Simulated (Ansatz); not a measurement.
## Electronic structure of C3H12AlP (SMILES [CH3][Al-]([CH3])([CH3])[PH3+]) in real space

Input file:

```
crystal:
  periodic: [false, false, false]
  atoms:
    - {symbol: C, position_ang: [-0.480019, 1.000492, -1.787477]}
    - {symbol: Al, position_ang: [0.342063, -0.092349, -0.362077]}
    - {symbol: C, position_ang: [1.923287, 0.632000, 0.574449]}
    - {symbol: C, position_ang: [0.124355, -2.053783, -0.446495]}
    - {symbol: P, position_ang: [-1.418453, 0.379304, 1.505150]}
    - {symbol: H, position_ang: [0.125778, 0.942210, -2.699663]}
    - {symbol: H, position_ang: [-0.547229, 2.061666, -1.526324]}
    - {symbol: H, position_ang: [-1.484783, 0.660899, -2.059368]}
    - {symbol: H, position_ang: [1.828710, 1.697178, 0.809557]}
    - {symbol: H, position_ang: [2.145387, 0.104168, 1.507656]}
    - {symbol: H, position_ang: [2.812286, 0.530943, -0.059532]}
    - {symbol: H, position_ang: [0.365812, -2.550756, 0.498768]}
    - {symbol: H, position_ang: [0.801386, -2.472991, -1.200393]}
    - {symbol: H, position_ang: [-0.887323, -2.358779, -0.733350]}
    - {symbol: H, position_ang: [-2.525008, 1.211196, 1.230221]}
    - {symbol: H, position_ang: [-2.131875, -0.692591, 2.083225]}
    - {symbol: H, position_ang: [-1.013475, 1.000895, 2.705853]}
basis:
  gaussian: {orbitals: def2-TZVPP}
hamiltonian: {xc: pbe0, dispersion: d4}
output: {orbitals: {seedname: orbitals}}
```

Run with:

```sh
ansatz run in.yaml --threads 4 --pin off --events-out ev --progress --plain --max-ram 11315MiB
```

Geometry: PBE0-D4/def2-TZVP.

Level of theory: RKS PBE0-D4/def2-TZVPP (Ansatz 0.2.0).

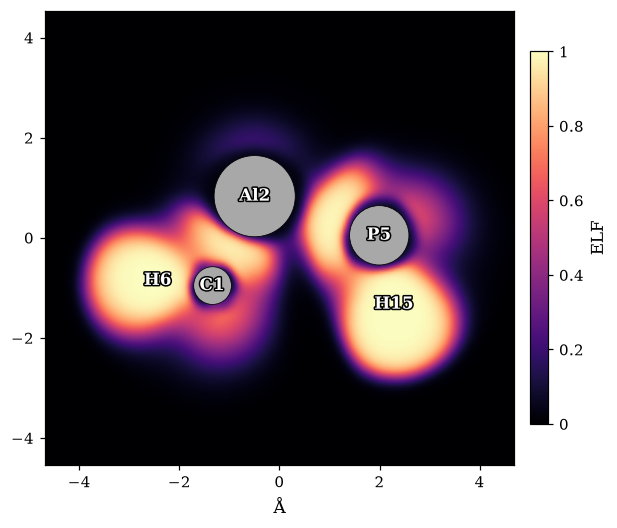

Figure 1. Electron localisation function on the plane of atoms Al2, P5 and H15. Grey discs cover the atomic cores.

Read the bonding off the picture.

Answer. Atoms in the plane: C, Al, P and H.
C–Al (1.98 Å): the ELF peaks at about 0.95 between the atoms (a shared but strongly polarised pair).
Al–P (2.61 Å): the ELF peaks at about 1 between the atoms; a covalent bond.
C–H (1.10 Å): the ELF climbs to about 1 towards the hydrogen, as it does in any bond to H; an ordinary covalent bond to hydrogen.
P–H (1.41 Å): the ELF climbs to about 1 towards the hydrogen.

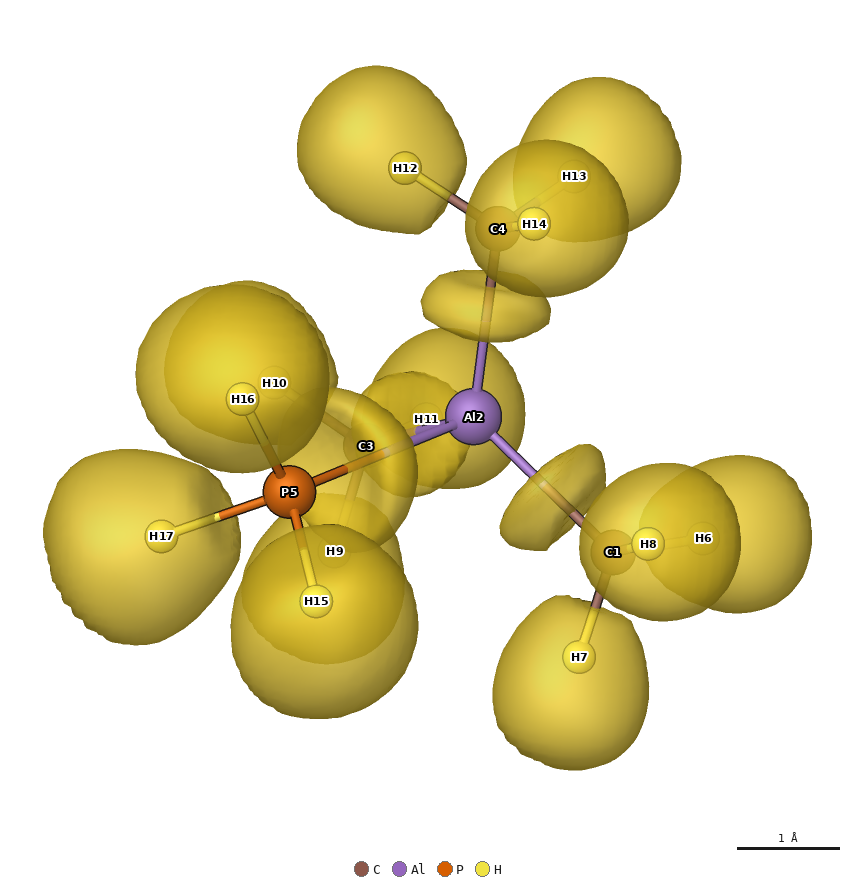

Figure 2. Isosurface of the ELF at 0.85 (yellow), seen at an oblique angle. Core shells and regions of very low density are left out.

Where are the electrons localised?

Answer. The surface consists of three regions between bonded Al–C atoms (shared pairs), twelve regions around hydrogen nuclei and one lobe of the valence shell of P pointing towards Al (polar bonds).

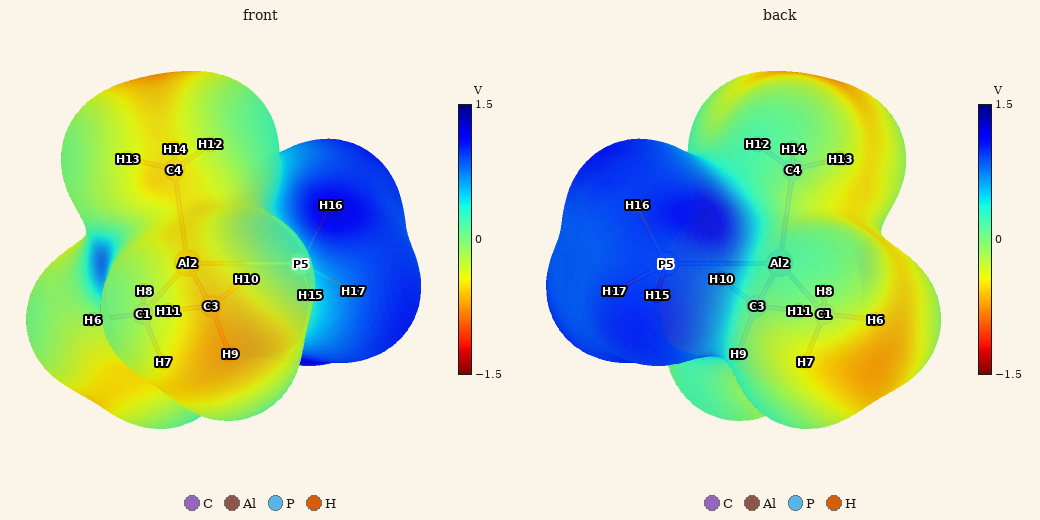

Figure 3. The molecular electrostatic potential painted on the density surface at 0.001 e/bohr³, seen from the front and from behind; red is negative and blue positive.

Describe the electrostatic potential map.

Answer. The most negative region (about −0.7 V) lies over C1, C3 and C4, the most positive (about +1.2 V) over P5.
